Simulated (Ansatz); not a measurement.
# GeH3F + H2S: a complex and its separated parts

The complex below is one end of an elementary step. How strongly is it bound against its free parts?

Method: PBE0-D4/def2-TZVP structures, single points in def2-TZVPP, no counterpoise correction; program: Ansatz 0.2.0, Gaussian basis.

Levels: SPW92, PBE-D4, BLYP-D4, r2SCAN-D4, B97M-V, PBE0-D4, B3LYP-D4, r2SCAN0-D4, BHLYP-D4, CAM-B3LYP-D4, wB97X-V, wB97M-V, B2PLYP, PBE-QIDH, RPA on PBE, Hartree-Fock, MP2, CCSD, CCSD(T).

Correlated methods freeze the cores. Filled d shells of the heavier atoms are correlated. B3LYP uses VWN-RPA correlation. B2PLYP carries no dispersion term here.

## Step 1: Where the work starts

The complex: 8 atoms, charge 0, spin multiplicity 1.

Atoms are counted from 1 here; the program's logs count them from 0.

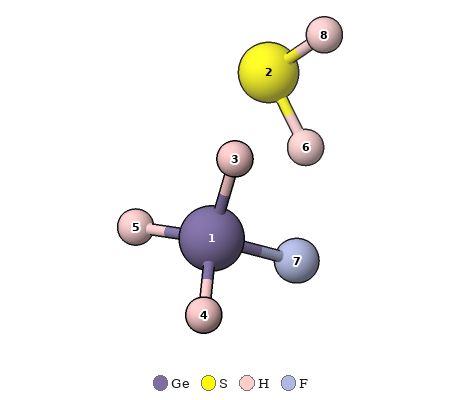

As it starts; germanium purple, sulfur yellow, hydrogen pink, fluorine light blue; atoms are numbered from 1 in the order of the file.

Geometry (Å):

```mol
FGeH5S
  3D, bonds by distance, orders not assigned

  8  6  0  0  0  0  0  0  0  0999 V2000
   -0.9331    0.0121   -1.0369 Ge  0  0
    1.5190   -0.7203    1.8111 S   0  0
    0.4693    0.0066   -1.6514 H   0  0
   -1.9948    0.5569   -2.0014 H   0  0
   -1.3290   -1.3327   -0.4223 H   0  0
    0.6540    0.3066    1.7588 H   0  0
   -0.8876    1.1636    0.2817 F   0  0
    2.5022    0.0072    1.2604 H   0  0
  1  3  8  0
  1  4  8  0
  1  5  8  0
  1  7  8  0
  2  6  8  0
  2  8  8  0
M  END
```

Its parts: GeH3F holds atoms 1, 3, 4, 5, 7; H2S holds atoms 2, 6, 8. Each part counts its atoms afresh in its own runs.

## Step 2: Relaxing GeH3F alone

Contents of relax-a/in.yaml:

```yaml
crystal:
  periodic: [false, false, false]
  atoms:
    - {symbol: Ge, position_ang: [-0.933093, 0.012059, -1.036920]}
    - {symbol: H, position_ang: [0.469335, 0.006602, -1.651416]}
    - {symbol: H, position_ang: [-1.994832, 0.556881, -2.001360]}
    - {symbol: H, position_ang: [-1.329043, -1.332692, -0.422296]}
    - {symbol: F, position_ang: [-0.887588, 1.163635, 0.281709]}
basis:
  gaussian: {orbitals: def2-TZVP}
hamiltonian: {xc: pbe0, dispersion: d4}
relax: {f_tol: 0.005, max_steps: 200}
```

No record of the launch command was kept for these runs.

After this run come: Relaxing H2S alone; wB97M-V/def2-TZVPP; CCSD(T)/def2-TZVPP; Vibrations of GeH3F; Vibrations of H2S.

**Question.** What will these runs give? Wanted: complex less parts, CCSD(T)/def2-TZVPP; with zero-point energy; largest T1 diagnostic.

As calculated:

| quantity | value |
| --- | --- |
| complex less parts, CCSD(T)/def2-TZVPP | -11.6 kJ/mol |
| with zero-point energy | -7.4 kJ/mol |
| largest T1 diagnostic | 0.012 |

In words: At CCSD(T) the complex lies 11.6 kJ/mol below its parts. The functionals run from PBE-QIDH, off by +1.0 kJ/mol, to SPW92, off by -9.4 kJ/mol, against CCSD(T). Mean unsigned error by rung: LDA 9.4, GGA 3.0, meta-GGA 1.8, hybrid 2.3, range-separated hybrid 2.0, double hybrid 1.9 kJ/mol. PBE-D4 gives a relative energy 3.5 kJ/mol too low, an error of 30 % of the reference. No counterpoise was applied, and triple zeta lacks some correlation, so the CCSD(T) reference has a basis error of its own, and close matches with it are partly luck.
